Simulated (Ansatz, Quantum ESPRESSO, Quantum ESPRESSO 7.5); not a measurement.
# puckered PAs, 1 layer: capacitance across a vacuum gap

Aim: potential against charge for puckered PAs, 1 layer facing a metal electrode, and the capacitance that follows.

Program: Quantum ESPRESSO 7.5. Level of theory: plane-wave DFT, LDA, GBRV ultrasoft pseudopotentials (geometry by Ansatz 0.2.0 with PAW datasets; geometry under PBE). Results are calculated unless marked as measured.

## (1) Starting point

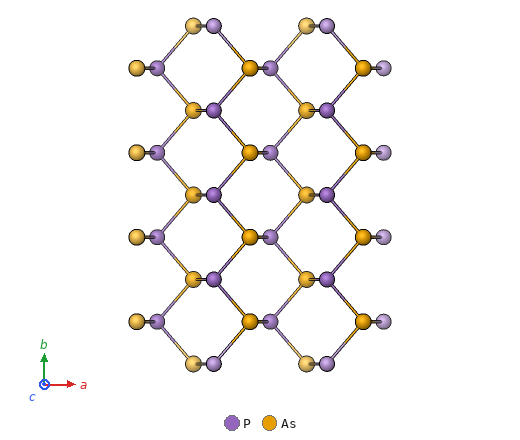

The cell as given, from above (phosphorus purple, arsenic orange). 2×3×1 cells are drawn. Some periodic images of atoms are drawn too.

The cell holds 4 atoms: 2 P and 2 As. Cell: a = 4.690 Å, b = 3.500 Å, c = 18.360 Å, α = 90.0°, β = 90.0°, γ = 90.0°. It derives from PAs. Vacuum lies along c.

## (2) Geometry from Ansatz

The geometry comes first, from a plane-wave PAW code, so that the later runs on this slab share one structure.

The input, input.yaml:

```yaml
crystal:
  lattice:
    - [4.69, 0.0, 0.0]
    - [0.0, 3.5, 0.0]
    - [0.0, 0.0, 18.36]
  atoms:
    - { symbol: P, position: [0.09, 0.0, 0.4357298475] }
    - { symbol: As, position: [0.41, 0.5, 0.4411764706] }
    - { symbol: As, position: [0.91, 0.0, 0.5588235294] }
    - { symbol: P, position: [0.59, 0.5, 0.5642701525] }
kpoints:
  mp_grid: { grid: [8, 8, 1] }
hamiltonian:
  xc: pbe
scf:
  occupations: { method: fermi_dirac, width: 0.05 }
  convergence: { dr2_threshold: 1.0e-08 }
efield:
  axis: 3
  dipole_correction: true
  ramp_position: 0.97
  ramp_width: 0.04
relax:
  f_tol: 0.01
  cell: { fix: [c, alpha, beta] }
output:
  write_potential: true
  write_density: true
  volumetric_format: npy
```

The run is started by

```console
ansatz run input.yaml --threads 4 --pin off --max-ram 8192MiB --backend cpu --events-out ev --progress --plain --runs-dir out
```

Numbers of over 12 decimals in the logs are rounded to 6 here.

The program printed:

```text
Warning: relax.cell: scf.convergence.dr2_threshold = 1e-8 eV is looser than the 4e-10 eV advised for a relaxation that steers and ends on the stress (1e-10 eV for each atom of the cell: 4). What an SCF threshold leaves in a stress goes as its square root, and in the free energy as the threshold itself, and one threshold admits the most on a small cell: [figures from the program's tests cut] Set scf.convergence.dr2_threshold to 4e-10 eV or tighter. The threshold is an SCF's pass mark: one that does not reach it within its budget of iterations ends unconverged, or closes short of it on a stop that the run arms, and scf.convergence.dr2_threshold's page says what that costs each kind of run
Engine: ansatz 0.2.0, aarch64-unknown-linux-gnu
Pseudopotentials: kind: paw
Pseudopotential: P, paw, valence charge 5, recommended cutoff 420 eV (normal), P.paw.azcp
Pseudopotential: As, paw, valence charge 15, recommended cutoff 420 eV (normal), As.paw.azcp
Functional definition: PBE
  parameter kappa = 0.804
  parameter beta = 0.066725
  exchange = pbe_x(kappa = kappa, mu = beta*pi^2/3)
  correlation = pbe_c(beta = beta)
Crystal: 4 atoms, lattice volume = 301.379 Å³
Basis set: ecut = 420 eV, 5861 PW (Γ), exchange–correlation on 64×48×250 points (8 copies of the dense FFT grid, shifted against one another)
Bands: 24, of which v1, the nominal top of the filled ones, is band 20 counted from 1 (19 counted from 0)
Symmetry: 2 space group operations
k-points: 25 of 64 (time reversal used)
Non-local potential: P, projectors of the file, l = 0: 2, l = 1: 2, l = 2: 2
Non-local potential: As, projectors of the file, l = 0: 2, l = 1: 2, l = 2: 3, l = 3: 1
PAW form: soft (Blöchl's): semilocal exchange-correlation on the pseudo side does not see the compensation charge
PAW one-centre angular grid: P, 110 points (default); XC on 64 Gauss nodes
PAW one-centre angular grid: As, 590 points (default); XC on 64 Gauss nodes
Initial density: superposition of atomic densities (neutral atoms: chi_scale 0, normalization atom), corrected by the library's trained network
Initial wavefunctions: pseudopotential atomic-orbital guess
Functional: x = pbe(κ = 0.804, μ = 0.219515), c = pbe(β = 0.066725)
SCF iter   1: F=—  HF=-11223.220677 eV  |F-HF|=—  |Δ(HF+E_count)|=         —  Δρ=1.60e-3  dr2=1.67e-2  ethr=1.77e-3  p=-0.000 e·Å  D=-2.03e-5 V/Å  ΔV_dip=0.00 eV  dr2_dipole=8.98e-12  V_vac-E_F(+/−)=4.34/4.34 eV  ⟨swp⟩=8.1  Hψ=3259  notcnv=0
efield: sawtooth ramp at fractional position 0.9700 (set: `efield.ramp_position`, or a place that a band, a saddle search or an elastic batch's reference lends), width 0.0400; the density the first Hamiltonian is built on has a dipole p = -0.000 e·Å; the dipole correction subtracts the counter field D = -2.03e-5 V/Å, which shifts the + side's vacuum level by +0.00 eV against the − side's; the planar-averaged density in the ramp window peaks in size at 1.4e-6 e/Å³
preconditioner: auto → Resta (q_TF=auto, 1.949 Å⁻¹)  ε∞=2.3  [insulator: Δε(μ)=0.732 eV  Ē_g=8.543 eV  σ=0.050 eV  W_gap=1.00  n_scr=38 (ndim 8)  ℏωp=9.6 eV  f_vac=0.663  D(μ)=0.00/eV (n_scr^D=0)  ε∞_Penn≈2.3  vacuum switching on, ρ_ref=5.3e-3 e/Å³]
SCF iter   2: F=—  HF=-11223.219192 eV  |F-HF|=—  |Δ(HF+E_count)|=   1.49e-3  Δρ=6.05e-4  dr2=9.61e-4  ethr=4.16e-5  p=-0.000 e·Å  D=-1.54e-5 V/Å  ΔV_dip=0.00 eV  dr2_dipole=2.44e-10  V_vac-E_F(+/−)=4.41/4.41 eV  ⟨swp⟩=2.8  Hψ=1204  notcnv=0
SCF iter   3: F=—  HF=-11223.219406 eV  |F-HF|=—  |Δ(HF+E_count)|=   2.15e-4  Δρ=2.78e-4  dr2=1.86e-4  ethr=2.40e-6  p=-0.000 e·Å  D=-8.26e-6 V/Å  ΔV_dip=0.00 eV  dr2_dipole=4.91e-10  V_vac-E_F(+/−)=4.42/4.42 eV  ⟨swp⟩=2.0  Hψ=777  notcnv=0
SCF iter   4: F=—  HF=-11223.219552 eV  |F-HF|=—  |Δ(HF+E_count)|=   1.46e-4  Δρ=6.71e-5  dr2=1.61e-5  ethr=4.65e-7  p=0.000 e·Å  D=4.20e-6 V/Å  ΔV_dip=-0.00 eV  dr2_dipole=1.52e-9  V_vac-E_F(+/−)=4.44/4.44 eV  ⟨swp⟩=2.0  Hψ=852  notcnv=0
SCF iter   5: F=—  HF=-11223.219583 eV  |F-HF|=—  |Δ(HF+E_count)|=   3.12e-5  Δρ=1.94e-5  dr2=1.57e-6  ethr=4.03e-8  p=-0.000 e·Å  D=-8.21e-6 V/Å  ΔV_dip=0.00 eV  dr2_dipole=5.73e-9  V_vac-E_F(+/−)=4.44/4.44 eV  ⟨swp⟩=2.2  Hψ=1129  notcnv=0
SCF iter   6: F=—  HF=-11223.219574 eV  |F-HF|=—  |Δ(HF+E_count)|=   9.32e-6  Δρ=6.23e-6  dr2=1.84e-7  ethr=3.92e-9  p=0.000 e·Å  D=1.73e-5 V/Å  ΔV_dip=-0.00 eV  dr2_dipole=2.35e-8  V_vac-E_F(+/−)=4.44/4.44 eV  ⟨swp⟩=2.0  Hψ=1100  notcnv=0
SCF iter   7: F=—  HF=-11223.219574 eV  |F-HF|=—  |Δ(HF+E_count)|=   1.26e-7  Δρ=3.77e-6  dr2=3.61e-7  ethr=4.60e-10  p=-0.000 e·Å  D=-3.67e-5 V/Å  ΔV_dip=0.00 eV  dr2_dipole=1.01e-7  V_vac-E_F(+/−)=4.44/4.44 eV  ⟨swp⟩=3.3  Hψ=1244  notcnv=0
SCF iter   8: F=-11223.219574 eV  HF=-11223.219574 eV  |F-HF|=4.88e-9  |Δ(HF+E_count)|=   4.55e-8  Δρ=1.32e-6  dr2=3.69e-9  ethr=2.50e-11  p=0.000 e·Å  D=1.06e-6 V/Å  ΔV_dip=-0.00 eV  dr2_dipole=9.95e-11  V_vac-E_F(+/−)=4.44/4.44 eV  ⟨swp⟩=8.5  Hψ=4132  notcnv=0
SCF 1 converged in 8 iterations: F = -11223.219574 eV  dr2 = 3.69e-9
  greatest PAW one-centre occupation: 0.999 electrons in one spin orbital (limit 2), on the As atom at site 1 (counted from 0), in its partial waves of l = 2
relax step   1: F+E_penalty+E_count = -11223.21957409 eV  Δ(F+E_penalty+E_count) = +0.000e0 eV  max|allowed force component| = 1.023e0 eV/Å  Δτ_max = 0.0000 Å  P = +0.674 GPa  Ω = 301.379 Å³  fix = [c, alpha, beta]  reactions: c -0.107 GPa; beta -0.000 GPa/rad  (8 SCF iters, accepted)
Crystal: 4 atoms, lattice volume = 295.966 Å³
Basis set: ecut = 420 eV, 5789 PW (Γ), exchange–correlation on 64×48×250 points (8 copies of the dense FFT grid, shifted against one another)
Initial density: handed on by an earlier stage of this run
Initial wavefunctions: those handed on with the density
iter 1 solved again at ethr=4.67e-5 eV; its pass at ethr=3.10e-3 eV (dr2=1.87e-2 eV) is discarded
SCF iter   1: F=—  HF=-11223.313343 eV  |F-HF|=—  |Δ(HF+E_count)|=         —  Δρ=3.04e-3  dr2=1.94e-2  ethr=4.67e-5  p=0.000 e·Å  D=1.28e-6 V/Å  ΔV_dip=-0.00 eV  dr2_dipole=9.27e-11  V_vac-E_F(+/−)=4.58/4.58 eV  ⟨swp⟩=2.0  Hψ=4083  notcnv=0
efield: sawtooth ramp at fractional position 0.9700 (set: `efield.ramp_position`, or a place that a band, a saddle search or an elastic batch's reference lends), width 0.0400; the density the first Hamiltonian is built on has a dipole p = 0.000 e·Å; the dipole correction subtracts the counter field D = 1.28e-6 V/Å, which shifts the + side's vacuum level by -0.00 eV against the − side's; the planar-averaged density in the ramp window peaks in size at 7.9e-8 e/Å³
[...]
SCF iter   8: F=-11223.336080 eV  HF=-11223.336080 eV  |F-HF|=5.11e-9  |Δ(HF+E_count)|=   1.23e-9  Δρ=9.71e-7  dr2=7.58e-9  ethr=2.50e-11  p=0.000 e·Å  D=4.31e-6 V/Å  ΔV_dip=-0.00 eV  dr2_dipole=1.27e-9  V_vac-E_F(+/−)=4.44/4.44 eV  ⟨swp⟩=7.2  Hψ=4042  notcnv=0
SCF 3 converged in 8 iterations: F = -11223.336080 eV  dr2 = 7.58e-9
relax step   3: F+E_penalty+E_count = -11223.33608021 eV  Δ(F+E_penalty+E_count) = -2.586e-2 eV  max|allowed force component| = 1.173e-1 eV/Å  Δτ_max = 0.0212 Å  P = +0.053 GPa  Ω = 301.835 Å³  energy of the carried Pulay correction = -1.675e-5 eV  fix = [c, alpha, beta]  reactions: c -0.113 GPa; beta -0.000 GPa/rad  (8 SCF iters, accepted)
[...]
relax step   4: F+E_penalty+E_count = -11223.34160437 eV  Δ(F+E_penalty+E_count) = -5.524e-3 eV  max|allowed force component| = 5.503e-2 eV/Å  Δτ_max = 0.0219 Å  P = -0.039 GPa  Ω = 303.807 Å³  energy of the carried Pulay correction = -8.898e-5 eV  fix = [c, alpha, beta]  reactions: c +0.018 GPa; beta +0.000 GPa/rad  (7 SCF iters, accepted)
[...]
relax step   5: F+E_penalty+E_count = -11223.34529879 eV  Δ(F+E_penalty+E_count) = -3.694e-3 eV  max|allowed force component| = 1.370e-2 eV/Å  Δτ_max = 0.0307 Å  P = -0.001 GPa  Ω = 302.050 Å³  energy of the carried Pulay correction = -2.466e-5 eV  fix = [c, alpha, beta]  reactions: c -0.008 GPa; beta -0.000 GPa/rad  (9 SCF iters, accepted)
[...]
relax step   6: F+E_penalty+E_count = -11223.34544390 eV  Δ(F+E_penalty+E_count) = -1.451e-4 eV  max|allowed force component| = 2.235e-3 eV/Å  Δτ_max = 0.0054 Å  P = +0.001 GPa  Ω = 301.548 Å³  energy of the carried Pulay correction = -6.198e-6 eV  fix = [c, alpha, beta]  reactions: c -0.003 GPa; beta +0.000 GPa/rad  (7 SCF iters, accepted)
Initial wavefunctions: pseudopotential atomic-orbital guess (no wavefunctions were taken with the density)
iter 1 solved again at ethr=1.61e-6 eV; its pass at ethr=3.10e-3 eV (dr2=6.43e-4 eV) is discarded
SCF iter   1: F=—  HF=-11223.345470 eV  |F-HF|=—  |Δ(HF+E_count)|=         —  Δρ=1.93e-6  dr2=1.12e-8  ethr=1.61e-6  p=-0.000 e·Å  D=-4.59e-6 V/Å  ΔV_dip=0.00 eV  dr2_dipole=1.73e-9  V_vac-E_F(+/−)=4.40/4.40 eV  ⟨swp⟩=3.4  Hψ=4754  notcnv=0
efield: sawtooth ramp at fractional position 0.9700 (set: `efield.ramp_position`, or a place that a band, a saddle search or an elastic batch's reference lends), width 0.0400; the density the first Hamiltonian is built on has a dipole p = -0.000 e·Å; the dipole correction subtracts the counter field D = -4.59e-6 V/Å, which shifts the + side's vacuum level by +0.00 eV against the − side's; the planar-averaged density in the ramp window peaks in size at 1.7e-7 e/Å³
eigensolver tolerance schedule: the retry pair's looser diagonalisation over-reported the residual by 57644.90 of it (diagonalisation noise at an unbounded share of the residual, at the tolerance the schedule requests for it); recorded, not acted on — ethr = c·dr2/N_el stays at c = 1.0e-1
SCF iter   2: F=—  HF=-11223.345447 eV  |F-HF|=—  |Δ(HF+E_count)|=   2.26e-5  Δρ=1.27e-6  dr2=1.17e-8  ethr=2.79e-11  p=0.000 e·Å  D=5.61e-6 V/Å  ΔV_dip=-0.00 eV  dr2_dipole=2.20e-9  V_vac-E_F(+/−)=4.40/4.40 eV  ⟨swp⟩=4.6  Hψ=1873  notcnv=0
SCF iter   3: F=-11223.345449 eV  HF=-11223.345448 eV  |F-HF|=1.30e-6  |Δ(HF+E_count)|=   6.67e-7  Δρ=7.74e-7  dr2=1.22e-9  ethr=2.50e-11  p=-0.000 e·Å  D=-3.31e-7 V/Å  ΔV_dip=0.00 eV  dr2_dipole=2.60e-11  V_vac-E_F(+/−)=4.40/4.40 eV  ⟨swp⟩=8.9  Hψ=4264  notcnv=0
SCF 7 converged in 3 iterations: F = -11223.345449 eV  dr2 = 1.22e-9
relax step   7: F+E_penalty+E_count = -11223.34544916 eV  Δ(F+E_penalty+E_count) = -5.259e-6 eV  max|allowed force component| = 2.241e-3 eV/Å  Δτ_max = 0.0000 Å  P = +0.001 GPa  Ω = 301.548 Å³  fix = [c, alpha, beta]  reactions: c -0.003 GPa; beta +0.000 GPa/rad  stress off target by 1.17e-2 GPa on what of the cell is left free  SCF on the basis re-selected at this cell (its energy is not comparable with the rows above)  (3 SCF iters)
basis re-selected at this cell: Δ(F+E_penalty+E_count) = -5.259e-6 eV, ΔP = -0.000 GPa vs the last step (what re-selecting the basis moved, of the pressure what is left beyond the Pulay correction that the steps carried, after the strain that the cell walked since its last selection, with what the two solves' SCF thresholds leave and, on support functions, any second-order correction that the steps lacked; it is no m [...]
WARN: The input density's exchange-correlation potential varies sharply where the density is thin. Do not read a vacuum level from v_tot or v_xc, or from such a field of the output density. On a cell that repeats whose density bears no net charge and no dipole along the vacuum's axis use v_es (v_loc + v_h of the components); under efield.dipole_correction with no amplitude use v_es + v_field, which holds any external [...]
SCF converged after 3 iterations
Free energy (F): -11223.345449 eV
Harris-Foulkes:  -11223.345448 eV  (|F-HF|=1.30e-6)
Internal energy: -11223.345445 eV  (E = F + TS)
E sigma→0 (E₀):  -11223.345447 eV
Entropy (-TS):   -0.000004 eV (-0.001 meV/atom)
Fermi energy:    -0.760814 eV
Dipole field:    D = 0.000005 V/Å  (p = 0.000009 e·Å, saw-weighted, corrected)
Work function:   Φ+ = 4.3976 eV   Φ− = 4.3977 eV
Levels:          The Fermi level and band energies are counted from a zero that moves with the ramp; work functions are not
--- Per-component energies (eV) ---
  E_band       = -878.332970
  E_kinetic    = 341.902946
  E_local      = -19856.054166  (includes V_loc(G=0)·N_el)
  E_nonlocal   = -1272.892643
  E_hartree    = 9867.827481
  E_xc         = -279.171484
  E_vxc        = -276.823888  (∫ρ·V_xc dr)
  E_paw        = -4808.464896  (= ΣΔE_a)
  E_vpaw       = 449.883254  (= ΣTr[D̂ρ^β])
  E_aug_tail   = 0.000023  (compensation charges beyond the density's cutoff)
  E_efield     = 0.000000  (sawtooth field / dipole correction)
  E_vefield    = -0.000039  (∫n·V_field dr)
  E_ewald      = 4783.507294
  E_smearing   = -0.000004  (= −TS)
  E_closure    = 0.000000  (closes the sum)
  Σ components = -11223.345449   (vs F -11223.345449, Δ=0.00e0)
--- Forces (eV/Å), atoms counted from 1 ---
  atom   1  P      0.00120448    -0.00000000     0.00224024
  atom   2  As    -0.00118747     0.00000000     0.00040005
  atom   3  As    -0.00119135     0.00000000    -0.00041248
  atom   4  P      0.00117100    -0.00000000    -0.00222917
  max |Σ_I F_I| component: 3.34e-6 eV/Å
--- Stress (GPa, compression-positive) ---
       -0.005708      -0.000000      -0.000022
       -0.000000       0.011668       0.000000
       -0.000022       0.000000      -0.003025
  P = ⅓ Tr σ = 0.0010 GPa (0.010 kbar)
--- Band table (eV; the first three rows and the last of 25) ---
  k-point 0: bands = [... 16 lower, -4.0785, -2.7366, -2.5083, -1.2227, -0.3088, 0.7172, 1.3861, 2.0724]
  k-point 1: bands = [... 16 lower, -4.7742, -3.2162, -2.6620, -1.3234, -0.1541, 1.2263, 1.9362, 2.3062]
  k-point 2: bands = [... 16 lower, -4.6091, -3.8028, -2.6168, -1.6951, 0.1069, 0.2802, 1.9561, 2.0962]
  k-point 24: bands = [... 16 lower, -5.4589, -5.4589, -2.4085, -2.4085, 1.3482, 1.3482, 2.8771, 2.8771]
--- Relaxed structure (6 steps of the walk, 6 accepted, 1 SCFs on fresh bases) ---
  F+E_penalty+E_count = -11223.34544916 eV   max|allowed force component| = 2.241e-3 eV/Å   (the final SCF, on the basis selected at the relaxed cell)
  cell:  # Å, volume = 301.5479 Å³
    - [4.692172, 0, 0]
    - [0, 3.500335, 0]
    - [0, 0, 18.36]
  atoms:
    - { symbol: P, position: [0.079324, 0, 0.440665] }
    - { symbol: As, position: [0.420675, 0.5, 0.436070] }
    - { symbol: As, position: [0.920676, 0, 0.563930] }
    - { symbol: P, position: [0.579325, 0.5, 0.559335] }
```

It took 24 s on 4 threads of Arm Neoverse V2, shared host; peak memory 0.6 GiB.

Relaxation path:

```csv
step,energy less that of the first step (eV),largest force component (eV/Å),pressure (GPa),volume (Å³)
1,0.0000,1.0230,0.67,301.38
2,-0.0906,0.2008,0.28,295.97
3,-0.1165,0.1173,0.05,301.83
4,-0.1220,0.0550,-0.04,303.81
5,-0.1257,0.0137,0.00,302.05
6,-0.1259,0.0022,0.00,301.55
7*,-0.1259,0.0022,0.00,301.55
```

Relaxation steps marked * repeat the geometry before them on a plane-wave basis chosen anew for their cell, so energy and pressure can jump there.

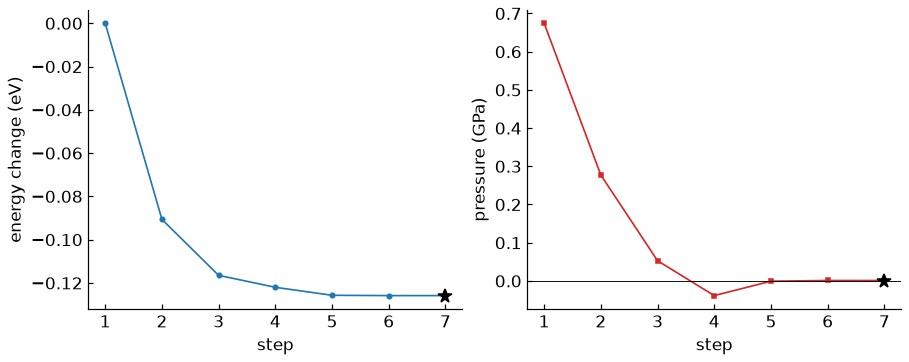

Energy and pressure along the relaxation. Stars mark steps on a basis chosen anew.

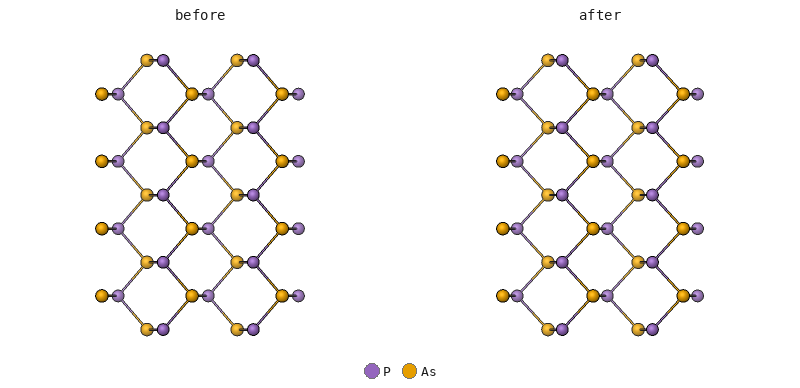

Before and after, at one scale.

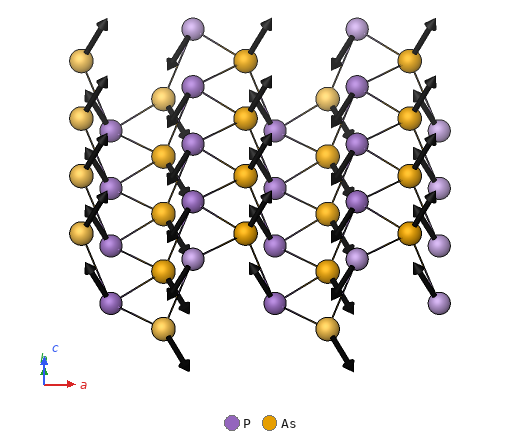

Displacements in the relaxation, exaggerated, measured against the changing cell; the longest in the cell stands for 0.11 Å. 2×3×1 cells are drawn. Some periodic images of atoms are drawn too.

```csv
cell as run,before,after,change
a (Å),4.690,4.692,+0.0 %
b (Å),3.500,3.500,+0.0 %
```

The atoms that moved most (Å, along periodic axes as changes of fractional coordinates times the final cell, across vacuum about the mean position):

```csv
atom,dx,dy,dz,length
As3,0.050,0.000,0.094,0.106
As2,0.050,0.000,-0.094,0.106
P1,-0.050,0.000,0.091,0.104
P4,-0.050,0.000,-0.091,0.104
```

Final coordinates:

```xyz
4
Lattice="4.6922 0.0000 0.0000 0.0000 3.5003 0.0000 0.0000 0.0000 18.3600" Properties=species:S:1:pos:R:3
P     0.3722    0.0000    8.0906
As    1.9739    1.7502    8.0062
As    4.3200    0.0000   10.3538
P     2.7183    1.7502   10.2694
```

This step gave:

```
free energy                                                      : -11223.3454 eV
Fermi energy                                                     : -0.7608 eV
gap by band count                                                : 0.9140 eV
symmetry operations                                              : 2
dipole along the normal                                          : 8.75e-6 e·Å
vacuum level at the upper face over a Fermi level inside the gap : 4.398 eV
vacuum level at the lower face over a Fermi level inside the gap : 4.398 eV
```

(Continued in part 2 of 5.)

[Logs are printed without paths, hosts, clocks, repeated set-up lines and the standing remarks that a program may print on its own settings, such as how far it seeks lower states.]

[Hosts, paths, dates, database ids (printed as entryN), source tags and the programs' standing remarks are cut or masked in the printed files.]

[Maps of the electrostatic potential energy from Ansatz leave out the sawtooth potential of an applied field or a dipole correction, so their vacuum need not be flat; planar profiles and work functions include it.]
